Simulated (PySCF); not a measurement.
```xyz
6
charge 0, multiplicity 1
F     0.8302   -0.6016   -1.4354
C     0.4237    0.2107   -0.4665
C    -0.4237   -0.2107    0.4665
F    -0.8302    0.6016    1.4354
H     0.8350    1.2227   -0.5055
H    -0.8350   -1.2227    0.5055
```

Work out the structure from the coordinates.

Formula C₂H₂F₂. As SMILES it reads `F/C=C/F`. It has no ring. Among its groups: alkene, C–F bond. The point group is C2h. All atoms lie on one plane. Coordination: 2 C trigonal planar.

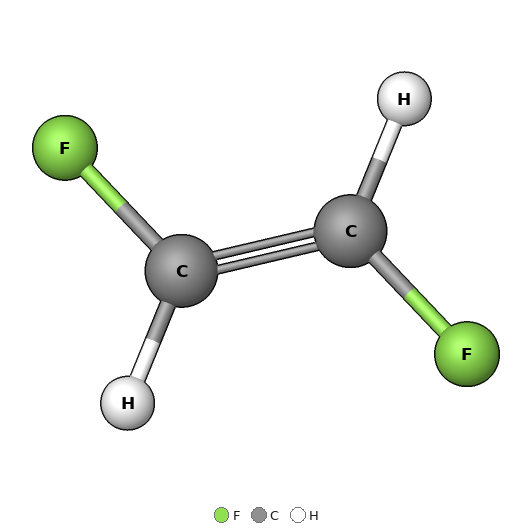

Simulated data, not a measurement (program: PySCF).
